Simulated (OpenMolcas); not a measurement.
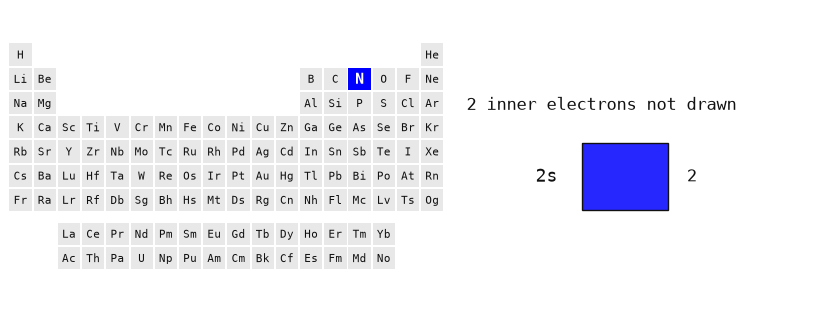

Left, the place of nitrogen in the periodic table; right, the outer shells of the leading configuration of the lowest level: a box for each of the 2l + 1 orbitals, shaded by the share of the shell that is filled, with the electron count at the right.

# Multiconfigurational calculation: N³⁺ (part 1 of 2)

System: N³⁺.
Method: state-averaged CASSCF, active space 2 electrons in the shells 2s 2p, basis ANO-RCC-VTZP, DKH3 scalar Hamiltonian, spin-orbit coupling by RASSI with atomic mean-field integrals (OpenMolcas).

Input:
```
&GATEWAY
Coord
1

N 0.0 0.0 0.0
Basis=ANO-RCC-VTZP
Group=XYZ
NoMove
AngMom=0.0 0.0 0.0
AMFI
&SEWARD
Relativistic=R03O02
&RASSCF
FileOrb=start.orb
Symmetry=1
Spin=3
nActEl=2 0 0
Inactive=1 0
Ras2=1 3
CIRoot=3 3 1
SDav=3
CIMx=300
Iter=120 100
PrWF=0.3
OrbListing=Nothing
MaxOrb=0
Atom
>>> COPY $Project.JobIph JOB001
&RASSCF
FileOrb=start.orb
Symmetry=1
Spin=1
nActEl=2 0 0
Inactive=1 0
Ras2=1 3
CIRoot=7 7 1
SDav=7
CIMx=300
Iter=120 100
PrWF=0.3
OrbListing=Nothing
MaxOrb=0
Atom
>>> COPY $Project.JobIph JOB002
&RASSCF
FileOrb=start.orb
Symmetry=2
Spin=3
nActEl=2 0 0
Inactive=1 0
Ras2=1 3
CIRoot=3 3 1
SDav=3
CIMx=300
Iter=120 100
PrWF=0.3
OrbListing=Nothing
MaxOrb=0
Atom
>>> COPY $Project.JobIph JOB003
&RASSCF
FileOrb=start.orb
Symmetry=2
Spin=1
nActEl=2 0 0
Inactive=1 0
Ras2=1 3
CIRoot=3 3 1
SDav=3
CIMx=300
Iter=120 100
PrWF=0.3
OrbListing=Nothing
MaxOrb=0
Atom
>>> COPY $Project.JobIph JOB004
&RASSI
NrOfJobIphs=4 3 7 3 3
1 2 3
1 2 3 4 5 6 7
1 2 3
1 2 3
IphNames
JOB001
JOB002
JOB003
JOB004
EJob
SpinOrbit
DIPRint=1.0
SOCoupling=1000.0
Subsets=2
MEES
Property=10
'ANGMOM' 1 'ANGMOM' 2 'ANGMOM' 3 'MLTPL  1' 1 'MLTPL  1' 2 'MLTPL  1' 3
'AMFI' 1 'AMFI' 2 'AMFI' 3 'MLTPL  2' 6
SOProperty=3
'ANGMOM' 1 'ANGMOM' 2 'ANGMOM' 3
```

The file start.orb holds starting orbitals from an earlier step. A driver script formed the levels outside the program, from RASSI's spin-orbit matrix and the active-space energies, averaged over the components of each term or state.

Hardware: 1 CPU thread, shared host.

Command:
```bash
OMP_NUM_THREADS=1 MOLCAS_MEM=2252 MOLCAS_PROJECT=a pymolcas a.inp > a.log  # once for each step of the input, in one work folder
```

Log (extracts):
```
--- SEWARD ---
Basis set label: N.ANO-RCC...4S3P2D1F.

      Electronic valence basis set:
      ------------------
      Associated Effective Charge   7.000000 au
      Associated Actual Charge      7.000000 au
      Nuclear Model: Point charge

      Shell  nPrim  nBasis  Cartesian Spherical Contaminant
         s      14       4        X
         p       9       3        X
         d       4       2                 X
         f       3       1                 X
Relativistic=R03O02
                  Relativistic Douglas-Kroll-Hess integrals:
                    - DKH order of Hamiltonian: 3
                    - DKH order of Properties : 2
--- RASSCF ---
Wave function specifications:
      -----------------------------

      Number of closed shell electrons           2
      Number of electrons in active shells       2
      Max number of holes in RAS1 space          0
      Max nr of electrons in RAS3 space          0
      Number of inactive orbitals                1
      Number of active orbitals                  4
      Number of secondary orbitals              25
      Spin quantum number                      1.0
      State symmetry                             1
Orbital specifications:
      -----------------------

      Symmetry species                           1   2
                                                ag  au
      Frozen orbitals                            0   0
      Inactive orbitals                          1   0
      Active orbitals                            1   3
      RAS1 orbitals                              0   0
      RAS2 orbitals                              1   3
      RAS3 orbitals                              0   0
      Secondary orbitals                        12  13
      Deleted orbitals                           0   0
      Number of basis functions                 14  16
      Number of CSFs                             3
      Number of root(s) required                 3
      Iter CI   SX   CI       RASSCF       Energy    max ROT     max BLB   max BLB  Level Ln srch  Step   QN
          iter iter root      energy       change     param      element    value   shift minimum  type update
 Nr of preliminary CI iterations:   1
 ###############################################################################
 ###############################################################################
 ###                                                                         ###
 ###                                                                         ###
 ###    WARNING: Problems in orbital optimization.                           ###
 ###                                                                         ###
 ###                                                                         ###
 ###############################################################################
 ###############################################################################
  Warning: In symmetry  1, orbital p=   2 has diagonal density matrix element D(p,p) close to zero. D(p,p)=  0.000000E+00
        1   1    1    0   -50.38205232    0.00E+00   0.00E+00    1   2 1  1.26E-08   0.50   0.00    SX    NO
        ...
 ###############################################################################
 ###############################################################################
  Warning: In symmetry  1, orbital p=   2 has diagonal density matrix element D(p,p) close to zero. D(p,p)=  0.000000E+00
        4   1    1    0   -50.38205232    6.39E-14   0.00E+00    1   2 1  1.26E-08   0.50   0.00    SX    NO
      Convergence after  4 iterations
        5   1    1    0   -50.38205232    4.97E-14   0.00E+00    1   2 1  1.26E-08   0.50   0.00    SX    NO
      Natural orbitals and occupation numbers for root  1
      sym 1:   0.000000
      sym 2:   0.000000   1.000000   1.000000
      Natural orbitals and occupation numbers for root  2
      sym 1:   0.000000
      sym 2:   1.000000   1.000000  -0.000000
      Natural orbitals and occupation numbers for root  3
      sym 1:   0.000000
      sym 2:   1.000000  -0.000000   1.000000
::    RASSCF root number  1 Total energy:    -50.38205232
::    RASSCF root number  2 Total energy:    -50.38205232
::    RASSCF root number  3 Total energy:    -50.38205232
--- RASSCF ---
Wave function specifications:
      -----------------------------

      Number of closed shell electrons           2
      Number of electrons in active shells       2
      Max number of holes in RAS1 space          0
      Max nr of electrons in RAS3 space          0
      Number of inactive orbitals                1
      Number of active orbitals                  4
      Number of secondary orbitals              25
      Spin quantum number                      0.0
      State symmetry                             1
Orbital specifications:
      -----------------------

      Symmetry species                           1   2
                                                ag  au
      Frozen orbitals                            0   0
      Inactive orbitals                          1   0
      Active orbitals                            1   3
      RAS1 orbitals                              0   0
      RAS2 orbitals                              1   3
      RAS3 orbitals                              0   0
      Secondary orbitals                        12  13
      Deleted orbitals                           0   0
      Number of basis functions                 14  16
      Number of CSFs                             7
      Number of root(s) required                 7
      Iter CI   SX   CI       RASSCF       Energy    max ROT     max BLB   max BLB  Level Ln srch  Step   QN
          iter iter root      energy       change     param      element    value   shift minimum  type update
 Nr of preliminary CI iterations:   1
        1   1    6    0   -50.35530362    0.00E+00   3.85E-01*   2   3 1  1.11E-01*  0.00   0.00    SX    NO
        2   1    6    0   -50.36351212   -8.21E-03* -3.51E-01*   2   3 1 -9.00E-02*  0.00   0.00    SX    NO
        3   1    5    0   -50.36475616   -1.24E-03*  3.34E-01*   2   3 1  8.84E-02*  0.00   0.00    SX    NO
        4   1    5    0   -50.36597931   -1.22E-03*  3.24E-01*   2   3 1 -8.05E-02*  0.00   0.00    SX    NO
        5   1    5    0   -50.36632538   -3.46E-04*  1.93E-01*   2   3 1  8.27E-02*  0.00   0.51    SX   YES
        6   1    5    0   -50.38022672   -1.39E-02* -3.07E-02    2   3 1 -1.52E-02*  0.00   0.84    QN   YES
        7   1    4    0   -50.38075346   -5.27E-04* -5.63E-05    1   3 1  1.14E-04*  0.00   1.00    QN   YES
        8   1    4    0   -50.38075346   -3.41E-09   7.38E-06    2   4 1  6.13E-06   0.00   0.96    QN   YES
      Convergence after  8 iterations
        9   1    4    0   -50.38075346   -4.25E-11   7.38E-06    1   3 1 -1.24E-06   0.00   0.96    QN   YES
      Natural orbitals and occupation numbers for root  1
      sym 1:   1.856845
      sym 2:   0.047718   0.047718   0.047718
      Natural orbitals and occupation numbers for root  2
      sym 1:   0.000000
      sym 2:   0.107800   0.631322   1.260877
      Natural orbitals and occupation numbers for root  3
      sym 1:   0.000000
      sym 2:   0.008456   1.087436   0.904108
::    RASSCF root number  1 Total energy:    -51.19212258
::    RASSCF root number  2 Total energy:    -50.28345874
::    RASSCF root number  3 Total energy:    -50.28345874
::    RASSCF root number  4 Total energy:    -50.28345874
::    RASSCF root number  5 Total energy:    -50.28345874
::    RASSCF root number  6 Total energy:    -50.28345874
::    RASSCF root number  7 Total energy:    -50.05585795
--- RASSCF ---
Wave function specifications:
      -----------------------------

      Number of closed shell electrons           2
      Number of electrons in active shells       2
      Max number of holes in RAS1 space          0
      Max nr of electrons in RAS3 space          0
      Number of inactive orbitals                1
      Number of active orbitals                  4
      Number of secondary orbitals              25
      Spin quantum number                      1.0
      State symmetry                             2
Orbital specifications:
      -----------------------

      Symmetry species                           1   2
                                                ag  au
      Frozen orbitals                            0   0
      Inactive orbitals                          1   0
      Active orbitals                            1   3
      RAS1 orbitals                              0   0
      RAS2 orbitals                              1   3
      RAS3 orbitals                              0   0
      Secondary orbitals                        12  13
      Deleted orbitals                           0   0
      Number of basis functions                 14  16
      Number of CSFs                             3
      Number of root(s) required                 3
      Iter CI   SX   CI       RASSCF       Energy    max ROT     max BLB   max BLB  Level Ln srch  Step   QN
          iter iter root      energy       change     param      element    value   shift minimum  type update
 Nr of preliminary CI iterations:   1
        1   1    1    0   -50.88159533    0.00E+00   0.00E+00    2   3 1 -1.82E-08   0.00   0.00    SX    NO
        2   1    1    0   -50.88159533    1.42E-14   0.00E+00    2   3 1 -1.82E-08   0.00   0.00    SX    NO
        3   1    1    0   -50.88159533   -4.97E-14   0.00E+00    2   3 1 -1.82E-08   0.00   0.00    SX    NO
        4   1    1    0   -50.88159533    2.84E-14   0.00E+00    2   3 1 -1.82E-08   0.00   0.00    SX    NO
      Convergence after  4 iterations
        5   1    1    0   -50.88159533   -3.55E-14   0.00E+00    2   3 1 -1.82E-08   0.00   0.00    SX    NO
      Natural orbitals and occupation numbers for root  1
      sym 1:   1.000000
      sym 2:   0.000000   1.000000   0.000000
      Natural orbitals and occupation numbers for root  2
      sym 1:   1.000000
      sym 2:   0.000000   0.000000   1.000000
      Natural orbitals and occupation numbers for root  3
      sym 1:   1.000000
      sym 2:   1.000000  -0.000000   0.000000
::    RASSCF root number  1 Total energy:    -50.88159533
::    RASSCF root number  2 Total energy:    -50.88159533
::    RASSCF root number  3 Total energy:    -50.88159533
```

(Continued in part 2.) Outcome of the run: converged.
